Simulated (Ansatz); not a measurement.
**CH₄FSSi radical: single points with varied inputs**

Aim: run CH₄FSSi radical under a spread of inputs, and see what each costs and gives.

Computed with Ansatz 0.2.0, Gaussian basis. Level: the settings change from run to run.

### 1 The relaxed structure

The geometry comes from an earlier relaxation with PBE0-D4 in a triple-zeta def2 set; it is a stationary point, not always the lowest conformer.

SMILES `C[SiH](F)[S]`, 8 atoms, charge 0, spin multiplicity 2.

Atoms are counted from 1 here; the program's logs count them from 0.

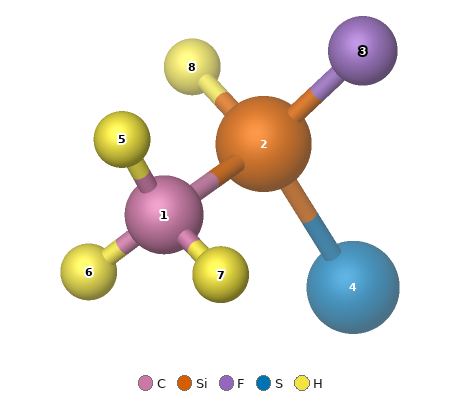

The geometry (carbon pink, silicon orange, fluorine purple, sulfur blue, hydrogen yellow); atoms are numbered from 1 in the order of the file.

### 2 RPBE/6-31++G**

This run has atoms shaken by 0.15 Å, D3(BJ) dispersion, high accuracy.

File in.yaml:

```yaml
crystal:
  periodic: [false, false, false]
  atoms:
    - {symbol: C, position_ang: [-0.169268, 0.996940, 0.068361]}
    - {symbol: Si, position_ang: [0.208414, -0.893697, 0.006541]}
    - {symbol: F, position_ang: [0.953263, -0.940516, 1.418351]}
    - {symbol: S, position_ang: [-1.372412, -2.093812, -0.946457]}
    - {symbol: H, position_ang: [0.376380, 1.537061, 0.672065]}
    - {symbol: H, position_ang: [-0.747449, 1.431190, -0.984920]}
    - {symbol: H, position_ang: [-1.195180, 0.911995, 0.914834]}
    - {symbol: H, position_ang: [1.154294, -0.674594, -1.445242]}
basis:
  gaussian: {orbitals: "6-31++G**"}
magnetization: {spin_polarized: true, initial_magnetization: 1}
hamiltonian: {xc: {name: RPBE}, dispersion: d3bj}
accuracy: high
```

On the command line:

```sh
ansatz run in.yaml --threads 4 --pin off --events-out ev --progress --plain --max-ram 10444MiB
```

Standard output:

```text
Functional definition: RPBE
  name "RPBE"
  cite "Hammer, Hansen & Nørskov, Phys. Rev. B 59, 7413 (1999) doi:10.1103/PhysRevB.59.7413"
  cite "Perdew, Burke & Ernzerhof, Phys. Rev. Lett. 77, 3865 (1996) doi:10.1103/PhysRevLett.77.3865"
  parameter kappa = 0.804
  parameter beta = 0.06672455060314922
  exchange = rpbe_x(kappa = kappa, mu = beta*pi^2/3)
  correlation = pbe_c(beta = beta)
2257 factors; integrals over basis functions are off by at most 3.8e-9 eV
mean field evaluation 1: about -22517.3493 eV, gradient 4.8e1 eV
mean field evaluation 2: about -22475.2733 eV, gradient 8.9e1 eV
mean field evaluation 4: about -22526.7438 eV, gradient 1.5e1 eV
mean field evaluation 8: about -22528.4432 eV, gradient 3.2e-1 eV
mean field evaluation 16: about -22528.4412 eV, gradient 8.9e-4 eV
mean field evaluation 32: about -22528.0883 eV, gradient 3.7e0 eV
mean field -22528.44120158 eV, -827.9049438320 hartree, gradient 6.4e-8 eV, S^2 0.754527; 4 other end points of the search recorded, 0 dependent functions left out
reference -22528.44120821 eV, -827.9049440758 hartree; 25, 24 occupied and 83, 84 virtual orbitals, 2257 factors
Total energy: -22529.52124979 eV, -827.9446348718 hartree
```

It took 5.5 s on 4 threads of Arm Neoverse V1, shared host; peak memory 0.37 GiB.

⟨S²⟩ 0.755.

### 3 r2SCAN/cc-pVDZ

Set apart from the defaults: restricted open-shell orbitals, coordinates scaled by 0.92.

File in.yaml:

```yaml
crystal:
  periodic: [false, false, false]
  atoms:
    - {symbol: C, position_ang: [-0.269188, 0.877670, 0.110147]}
    - {symbol: Si, position_ang: [0.338505, -0.704309, -0.095935]}
    - {symbol: F, position_ang: [0.948809, -1.125111, 1.176112]}
    - {symbol: S, position_ang: [-1.082461, -1.897816, -0.662117]}
    - {symbol: H, position_ang: [0.465614, 1.475916, 0.446693]}
    - {symbol: H, position_ang: [-0.612922, 1.241024, -0.760366]}
    - {symbol: H, position_ang: [-1.017181, 0.888505, 0.780615]}
    - {symbol: H, position_ang: [1.313648, -0.808411, -1.046487]}
basis:
  gaussian: {orbitals: cc-pVDZ}
magnetization: {spin_polarized: false, initial_magnetization: 1}
hamiltonian: {xc: {name: r2SCAN}}
output: {forces: true}
```

The command is unchanged.

Standard output (excerpt; [...] marks lines left out):

```text
Functional definition: r2SCAN
  name "r2SCAN"
  cite "Furness, Kaplan, Ning, Perdew & Sun, J. Phys. Chem. Lett. 11, 8208 (2020) doi:10.1021/acs.jpclett.0c02405"
  cite "Furness, Kaplan, Ning, Perdew & Sun, J. Phys. Chem. Lett. 11, 9248 (2020) doi:10.1021/acs.jpclett.0c03077"
  parent r2scan
[...]
1037 factors; their error is unknown
[...]
mean field -22528.18318365 eV, -827.8954618481 hartree, gradient 5.1e-6 eV, S^2 0.750000; 4 other end points of the search recorded, 0 dependent functions left out
[...]
reference -22528.18319306 eV, -827.8954621939 hartree; 25, 24 occupied and 59, 60 virtual orbitals, 1037 factors
Total energy: -22528.18319306 eV, -827.8954621939 hartree
Atom 0 at    -0.269188     0.877670     0.110147 Å, force    -0.063925     0.224534    -0.204434 eV/Å
Atom 1 at     0.338505    -0.704309    -0.095935 Å, force    -1.156154     1.264186    -4.641304 eV/Å
Atom 2 at     0.948809    -1.125111     1.176112 Å, force     4.059158    -2.614850     8.104991 eV/Å
Atom 3 at    -1.082461    -1.897816    -0.662117 Å, force    -3.553613    -2.977689    -1.576821 eV/Å
Atom 4 at     0.465614     1.475916     0.446693 Å, force     3.095212     2.556623     1.434037 eV/Å
Atom 5 at    -0.612922     1.241024    -0.760366 Å, force    -1.487511     1.643175    -3.649544 eV/Å
Atom 6 at    -1.017181     0.888505     0.780615 Å, force    -3.177656     0.077036     2.836963 eV/Å
Atom 7 at     1.313648    -0.808411    -1.046487 Å, force     2.284489    -0.173015    -2.303887 eV/Å
Dipole moment:     0.019247     0.417484    -0.053078 e Å
```

Wall time 4.9 s (4 threads of Arm Neoverse V1, shared host); peak memory 0.25 GiB.

Largest force 9.434 eV/Å, dipole 2.02 D.

### 4 RPBE/def2-TZVPP

Options: restricted open-shell orbitals, D3(BJ) with three-body dispersion, high accuracy.

File in.yaml:

```yaml
crystal:
  periodic: [false, false, false]
  atoms:
    - {symbol: C, position_ang: [-0.292596, 0.953989, 0.119725]}
    - {symbol: Si, position_ang: [0.367940, -0.765554, -0.104277]}
    - {symbol: F, position_ang: [1.031314, -1.222946, 1.278383]}
    - {symbol: S, position_ang: [-1.176588, -2.062843, -0.719692]}
    - {symbol: H, position_ang: [0.506102, 1.604257, 0.485536]}
    - {symbol: H, position_ang: [-0.666220, 1.348939, -0.826484]}
    - {symbol: H, position_ang: [-1.105631, 0.965766, 0.848495]}
    - {symbol: H, position_ang: [1.427878, -0.878708, -1.137486]}
basis:
  gaussian: {orbitals: def2-TZVPP}
magnetization: {spin_polarized: false, initial_magnetization: 1}
hamiltonian: {xc: {name: RPBE}, dispersion: d3bjatm}
accuracy: high
```

Launched as before.

Standard output:

```text
Functional definition: RPBE
  name "RPBE"
  cite "Hammer, Hansen & Nørskov, Phys. Rev. B 59, 7413 (1999) doi:10.1103/PhysRevB.59.7413"
  cite "Perdew, Burke & Ernzerhof, Phys. Rev. Lett. 77, 3865 (1996) doi:10.1103/PhysRevLett.77.3865"
  parameter kappa = 0.804
  parameter beta = 0.06672455060314922
  exchange = rpbe_x(kappa = kappa, mu = beta*pi^2/3)
  correlation = pbe_c(beta = beta)
3414 factors; integrals over basis functions are off by at most 4.1e-9 eV
mean field evaluation 1: about -22524.7858 eV, gradient 6.6e1 eV
mean field evaluation 2: about -22524.7787 eV, gradient 6.6e1 eV
mean field evaluation 4: about -22530.5836 eV, gradient 3.4e1 eV
mean field evaluation 8: about -22533.8642 eV, gradient 4.2e0 eV
mean field evaluation 16: about -22534.0355 eV, gradient 6.7e-2 eV
mean field evaluation 32: about -22534.0203 eV, gradient 1.8e0 eV
mean field -22534.03605565 eV, -828.1105509268 hartree, gradient 1.2e-8 eV, S^2 0.750000; 4 other end points of the search recorded, 0 dependent functions left out
reference -22534.03605923 eV, -828.1105510585 hartree; 25, 24 occupied and 177, 178 virtual orbitals, 3414 factors
Total energy: -22535.11815006 eV, -828.1503171630 hartree
```

Run time: 15 s. Hardware: 4 threads of Arm Neoverse V1, shared host; peak memory 1.1 GiB.

### 5 PBE0/6-31G*

Set apart from the defaults: charge -1, multiplicity 1, unrestricted orbitals.

Edit in.yaml of step 4 so:

```diff
@@ -12,5 +12,6 @@
 basis:
-  gaussian: {orbitals: def2-TZVPP}
-magnetization: {spin_polarized: false, initial_magnetization: 1}
-hamiltonian: {xc: {name: RPBE}, dispersion: d3bjatm}
-accuracy: high
+  gaussian: {orbitals: "6-31G*"}
+total_charge: -1
+magnetization: {spin_polarized: true, initial_magnetization: 0}
+hamiltonian: {xc: {name: PBE0}}
+output: {forces: true}
```

Same command.

Standard output (excerpt; [...] marks lines left out):

```text
Functional definition: PBE0
  name "PBE0"
  cite "Adamo & Barone, J. Chem. Phys. 110, 6158 (1999) doi:10.1063/1.478522"
  cite "Perdew, Burke & Ernzerhof, Phys. Rev. Lett. 77, 3865 (1996) doi:10.1103/PhysRevLett.77.3865"
  parent pbe
[...]
727 factors; integrals over basis functions are off by at most 8.5e-4 eV
[...]
mean field -22524.16574976 eV, -827.7478238757 hartree, gradient 2.4e-5 eV, S^2 0.000000; 0 other end points of the search recorded, 0 dependent functions left out
[...]
reference -22524.16577324 eV, -827.7478247385 hartree; 25, 25 occupied and 51, 51 virtual orbitals, 727 factors
Total energy: -22524.16577324 eV, -827.7478247385 hartree
Atom 0 at    -0.292596     0.953989     0.119725 Å, force     0.566932     0.595071     0.238019 eV/Å
Atom 1 at     0.367940    -0.765554    -0.104277 Å, force    -2.803984    -2.219106    -1.899893 eV/Å
Atom 2 at     1.031314    -1.222946     1.278383 Å, force     0.892362     0.075796     1.241552 eV/Å
Atom 3 at    -1.176588    -2.062843    -0.719692 Å, force     0.727686     0.671242     0.373600 eV/Å
Atom 4 at     0.506102     1.604257     0.485536 Å, force     0.042445     0.448857     0.083945 eV/Å
Atom 5 at    -0.666220     1.348939    -0.826484 Å, force    -0.035524    -0.004879    -0.078556 eV/Å
Atom 6 at    -1.105631     0.965766     0.848495 Å, force    -0.074292    -0.116674     0.015867 eV/Å
Atom 7 at     1.427878    -0.878708    -1.137486 Å, force     0.684374     0.549694     0.025465 eV/Å
Dipole moment:     0.570771     0.971082     0.372851 e Å
```

It took 1.5 s on 4 threads of Arm Neoverse V1, shared host.

Largest force 4.049 eV/Å, ⟨S²⟩ 0.000.

### 6 LC-wPBE/def2-TZVPD

Options: charge +1, multiplicity 1, high accuracy.

Edit in.yaml of step 5 so:

```diff
@@ -12,6 +12,5 @@
 basis:
-  gaussian: {orbitals: "6-31G*"}
-total_charge: -1
-magnetization: {spin_polarized: true, initial_magnetization: 0}
-hamiltonian: {xc: {name: PBE0}}
-output: {forces: true}
+  gaussian: {orbitals: def2-TZVPD}
+total_charge: 1
+hamiltonian: {xc: {name: LC-wPBE}}
+accuracy: high
```

The command is unchanged.

Standard output (excerpt; [...] marks lines left out):

```text
Functional definition: LC-wPBE
  name "LC-wPBE"
  cite "Vydrov & Scuseria, J. Chem. Phys. 125, 234109 (2006) doi:10.1063/1.2409292"
  cite "Heyd & Scuseria, J. Chem. Phys. 120, 7274 (2004) doi:10.1063/1.1668634"
  cite "Ernzerhof & Perdew, J. Chem. Phys. 109, 3313 (1998) doi:10.1063/1.476928"
  cite "Perdew, Burke & Ernzerhof, Phys. Rev. Lett. 77, 3865 (1996) doi:10.1103/PhysRevLett.77.3865"
  parent pbe
[...]
3261 factors; integrals over basis functions are off by at most 3.7e-9 eV
844 factors; integrals over basis functions are off by at most 1.9e-9 eV
[...]
mean field -22517.02003038 eV, -827.4852235321 hartree, gradient 9.3e-8 eV, S^2 0.000000; 2 other end points of the search recorded, 0 dependent functions left out
reference -22517.02003038 eV, -827.4852235321 hartree; 24, 24 occupied and 178, 178 virtual orbitals, 3261 factors
Total energy: -22517.02003038 eV, -827.4852235321 hartree
```

Run time: 13 s. Hardware: 4 threads of Arm Neoverse V1, shared host; peak memory 1.2 GiB.

### 7 B97/pcseg-2

This run has atoms shaken by 0.15 Å, the search for lower states set to light.

File in.yaml:

```yaml
crystal:
  periodic: [false, false, false]
  atoms:
    - {symbol: C, position_ang: [-0.167455, 0.688588, 0.125087]}
    - {symbol: Si, position_ang: [0.209007, -0.698061, 0.018057]}
    - {symbol: F, position_ang: [1.102345, -1.308604, 1.193210]}
    - {symbol: S, position_ang: [-1.271278, -2.276950, -0.894536]}
    - {symbol: H, position_ang: [0.586869, 1.642934, 0.401752]}
    - {symbol: H, position_ang: [-0.494259, 1.529515, -1.039554]}
    - {symbol: H, position_ang: [-0.916748, 0.957213, 0.944814]}
    - {symbol: H, position_ang: [1.471904, -0.721537, -1.002745]}
basis:
  gaussian: {orbitals: pcseg-2}
magnetization: {spin_polarized: true, initial_magnetization: 1}
hamiltonian: {xc: {name: B97}}
scf: {lower_state_search: light}
output: {forces: true}
```

The command is unchanged.

Standard output (excerpt; [...] marks lines left out):

```text
Functional definition: B97
  name "B97"
  cite "Becke, J. Chem. Phys. 107, 8554 (1997) doi:10.1063/1.475007"
[...]
      + integral(e_c_pw_opposite_spin*poly(b97_u_opposite, cos0, cos1, cos2))
1073 factors; their error is unknown
[...]
mean field -22526.70766427 eV, -827.8412375109 hartree, gradient 6.1e-6 eV, S^2 0.754512; 2 other end points of the search recorded, 0 dependent functions left out
[...]
reference -22526.70769428 eV, -827.8412386138 hartree; 25, 24 occupied and 159, 160 virtual orbitals, 1073 factors
Total energy: -22526.70769428 eV, -827.8412386138 hartree
Atom 0 at    -0.167455     0.688588     0.125087 Å, force    -6.362316    26.801784     1.078500 eV/Å
Atom 1 at     0.209007    -0.698061     0.018057 Å, force     7.801453   -21.215472    -5.247135 eV/Å
Atom 2 at     1.102345    -1.308604     1.193210 Å, force    -0.706755    -0.172485     1.105696 eV/Å
Atom 3 at    -1.271278    -2.276950    -0.894536 Å, force     1.264501     1.575684     1.074220 eV/Å
Atom 4 at     0.586869     1.642934     0.401752 Å, force    -1.061185    -3.153360    -0.445710 eV/Å
Atom 5 at    -0.494259     1.529515    -1.039554 Å, force     0.423827    -3.246070     3.363789 eV/Å
Atom 6 at    -0.916748     0.957213     0.944814 Å, force     0.200541    -0.281100    -1.244897 eV/Å
Atom 7 at     1.471904    -0.721537    -1.002745 Å, force    -1.560066    -0.308982     0.315536 eV/Å
Dipole moment:    -0.209080     0.870524     0.110837 e Å
```

It took 21 s on 4 threads of Arm Neoverse V1, shared host; peak memory 0.81 GiB.

Largest force 27.568 eV/Å, dipole 4.33 D, ⟨S²⟩ 0.755.

### 8 PBEsol/cc-pVTZ

This run has a grid of angular degree 11, D4 dispersion, relativity set to scalar.

File in.yaml:

```yaml
crystal:
  periodic: [false, false, false]
  atoms:
    - {symbol: C, position_ang: [-0.292596, 0.953989, 0.119725]}
    - {symbol: Si, position_ang: [0.367940, -0.765554, -0.104277]}
    - {symbol: F, position_ang: [1.031314, -1.222946, 1.278383]}
    - {symbol: S, position_ang: [-1.176588, -2.062843, -0.719692]}
    - {symbol: H, position_ang: [0.506102, 1.604257, 0.485536]}
    - {symbol: H, position_ang: [-0.666220, 1.348939, -0.826484]}
    - {symbol: H, position_ang: [-1.105631, 0.965766, 0.848495]}
    - {symbol: H, position_ang: [1.427878, -0.878708, -1.137486]}
basis:
  gaussian: {orbitals: cc-pVTZ, final_grid: {core_spheres: 5, valence_spheres: 4, degree: 11}}
magnetization: {spin_polarized: true, initial_magnetization: 1}
hamiltonian: {xc: {name: PBEsol}, dispersion: d4, pseudopotentials: {relativity: scalar}}
```

Same command.

Standard output:

```text
Functional definition: PBEsol
  name "PBEsol"
  cite "Perdew et al., Phys. Rev. Lett. 100, 136406 (2008) doi:10.1103/PhysRevLett.100.136406"
  cite "Perdew, Burke & Ernzerhof, Phys. Rev. Lett. 77, 3865 (1996) doi:10.1103/PhysRevLett.77.3865"
  parent pbesol
  exchange = pbesol_x
  correlation = pbesol_c
1093 factors; their error is unknown
mean field evaluation 1: about -22512.8686 eV, gradient 4.6e1 eV
mean field evaluation 2: about -22486.9504 eV, gradient 7.7e1 eV
mean field evaluation 4: about -22521.6091 eV, gradient 6.6e0 eV
mean field evaluation 8: about -22521.8523 eV, gradient 2.1e-1 eV
mean field evaluation 16: about -22521.7800 eV, gradient 4.4e-3 eV
mean field evaluation 32: about -22519.4652 eV, gradient 8.0e0 eV
mean field -22521.77996620 eV, -827.6601479471 hartree, gradient 6.6e-6 eV, S^2 0.752872; 4 other end points of the search recorded, 0 dependent functions left out
reference -22521.77998465 eV, -827.6601486250 hartree; 25, 24 occupied and 159, 160 virtual orbitals, 1093 factors
Total energy: -22521.83482342 eV, -827.6621639128 hartree
Relativity: scalar
```

Wall time 3.5 s (4 threads of Arm Neoverse V1, shared host); peak memory 0.4 GiB.

⟨S²⟩ 0.753.

### 9 SPW92/cc-pVDZ

Options: charge -1, multiplicity 1, a point charge of -1.00 e beside it.

Edit in.yaml of step 8 so:

```diff
@@ -12,4 +12,4 @@
 basis:
-  gaussian: {orbitals: cc-pVTZ, final_grid: {core_spheres: 5, valence_spheres: 4, degree: 11}}
-magnetization: {spin_polarized: true, initial_magnetization: 1}
-hamiltonian: {xc: {name: PBEsol}, dispersion: d4, pseudopotentials: {relativity: scalar}}
+  gaussian: {orbitals: cc-pVDZ, point_charges: [{charge: -1.00, position_ang: [5.813, 0.080, 0.088]}]}
+total_charge: -1
+hamiltonian: {xc: {name: SPW92}}
```

Same command.

Standard output:

```text
Functional definition: SPW92
  name "SPW92"
  cite "Dirac, Proc. Camb. Phil. Soc. 26, 376 (1930) doi:10.1017/S0305004100016108"
  cite "Slater, Phys. Rev. 81, 385 (1951) doi:10.1103/PhysRev.81.385"
  cite "Perdew & Wang, Phys. Rev. B 45, 13244 (1992) doi:10.1103/PhysRevB.45.13244"
  exchange = slater_x
  correlation = pw_c
1037 factors; their error is unknown
mean field evaluation 1: about -22430.5832 eV, gradient 4.9e1 eV
mean field evaluation 2: about -22415.7769 eV, gradient 8.8e1 eV
mean field evaluation 4: about -22436.6146 eV, gradient 7.1e0 eV
mean field evaluation 8: about -22436.7580 eV, gradient 1.1e-1 eV
mean field evaluation 16: about -22436.7236 eV, gradient 8.6e-5 eV
mean field -22436.72364021 eV, -824.5343856204 hartree, gradient 8.6e-5 eV, S^2 0.000000; 0 other end points of the search recorded, 0 dependent functions left out
reference -22436.72366860 eV, -824.5343866635 hartree; 25, 25 occupied and 59, 59 virtual orbitals, 1037 factors
Total energy: -22436.72366860 eV, -824.5343866635 hartree
```

It took 0.4 s on 4 threads of Arm Neoverse V1, shared host.

### 10 PBE/cc-pVTZ-DK

Options: charge +1, multiplicity 1, coordinates scaled by 0.92, high accuracy.

File in.yaml:

```yaml
crystal:
  periodic: [false, false, false]
  atoms:
    - {symbol: C, position_ang: [-0.269188, 0.877670, 0.110147]}
    - {symbol: Si, position_ang: [0.338505, -0.704309, -0.095935]}
    - {symbol: F, position_ang: [0.948809, -1.125111, 1.176112]}
    - {symbol: S, position_ang: [-1.082461, -1.897816, -0.662117]}
    - {symbol: H, position_ang: [0.465614, 1.475916, 0.446693]}
    - {symbol: H, position_ang: [-0.612922, 1.241024, -0.760366]}
    - {symbol: H, position_ang: [-1.017181, 0.888505, 0.780615]}
    - {symbol: H, position_ang: [1.313648, -0.808411, -1.046487]}
basis:
  gaussian: {orbitals: cc-pVTZ-DK}
total_charge: 1
hamiltonian: {xc: {name: PBE}}
accuracy: high
output: {forces: true}
```

Same command.

Standard output (excerpt; [...] marks lines left out):

```text
Functional definition: PBE
  name "PBE"
  cite "Perdew, Burke & Ernzerhof, Phys. Rev. Lett. 77, 3865 (1996) doi:10.1103/PhysRevLett.77.3865"
  parent pbe
[...]
3159 factors; integrals over basis functions are off by at most 3.3e-9 eV
[...]
mean field -22559.85690589 eV, -829.0594496711 hartree, gradient 7.8e-8 eV, S^2 0.000000; 5 other end points of the search recorded, 0 dependent functions left out
[...]
reference -22559.85690922 eV, -829.0594497935 hartree; 24, 24 occupied and 160, 160 virtual orbitals, 3159 factors
Total energy: -22559.85690922 eV, -829.0594497935 hartree
Relativity: scalar
Atom 0 at    -0.269188     0.877670     0.110147 Å, force    -1.217985     1.604953    -0.404960 eV/Å
Atom 1 at     0.338505    -0.704309    -0.095935 Å, force    -0.240198    -0.469970    -1.284835 eV/Å
Atom 2 at     0.948809    -1.125111     1.176112 Å, force     3.065183    -1.739256     5.683306 eV/Å
Atom 3 at    -1.082461    -1.897816    -0.662117 Å, force    -2.909914    -2.260446    -1.711583 eV/Å
Atom 4 at     0.465614     1.475916     0.446693 Å, force     3.340497     1.954086     1.377215 eV/Å
Atom 5 at    -0.612922     1.241024    -0.760366 Å, force    -1.391893     1.404976    -3.492064 eV/Å
Atom 6 at    -1.017181     0.888505     0.780615 Å, force    -2.937516    -0.132725     2.660699 eV/Å
Atom 7 at     1.313648    -0.808411    -1.046487 Å, force     2.291827    -0.361617    -2.827779 eV/Å
Dipole moment:    -0.156992     0.391835    -0.362058 e Å
```

Run time: 9.5 s. Hardware: 4 threads of Arm Neoverse V1, shared host; peak memory 0.83 GiB.

Largest force 6.687 eV/Å.

### 11 All runs side by side

```csv
level,charge,multiplicity,geometry,functions,energy (eV),time
RPBE/6-31++G**,0,2,shaken,108,-22529.521,5.5 s
r2SCAN/cc-pVDZ,0,2,scaled,84,-22528.183,4.9 s
RPBE/def2-TZVPP,0,2,relaxed,202,-22535.118,15 s
PBE0/6-31G*,-1,1,relaxed,76,-22524.166,1.5 s
LC-wPBE/def2-TZVPD,1,1,relaxed,202,-22517.020,13 s
B97/pcseg-2,0,2,shaken,184,-22526.708,21 s
PBEsol/cc-pVTZ,0,2,relaxed,184,-22521.835,3.5 s
SPW92/cc-pVDZ,-1,1,"relaxed, point charge",84,-22436.724,0.4 s
PBE/cc-pVTZ-DK,1,1,scaled,184,-22559.857,9.5 s
```

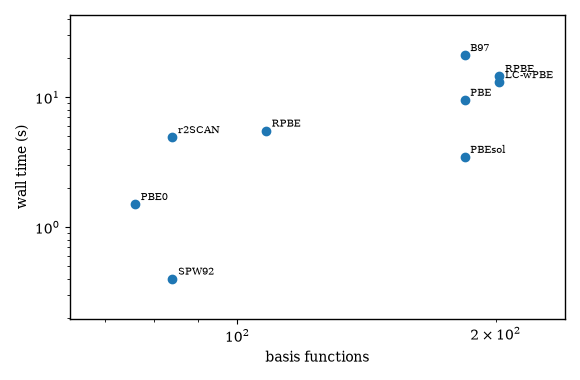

Wall time against the number of basis functions (shared host).

### 12 What came out

| quantity | value |
| --- | --- |
| runs | 9 |
| quickest | SPW92/cc-pVDZ, 0.4 s |
| slowest | B97/pcseg-2, 21 s |
| spread of total energies, same state and geometry | 13.3 eV |

What this shows: Run time spans a factor of 53, from SPW92/cc-pVDZ to B97/pcseg-2. The jobs differ in tasks and options as well as level. Total energies at one charge and spin differ by 13 eV between levels, so only differences within one level mean anything. Some of these runs are scalar-relativistic and others not, which shifts the totals of all-electron atoms past neon by eV; core potentials, where a basis has them, take the core out of the total altogether.
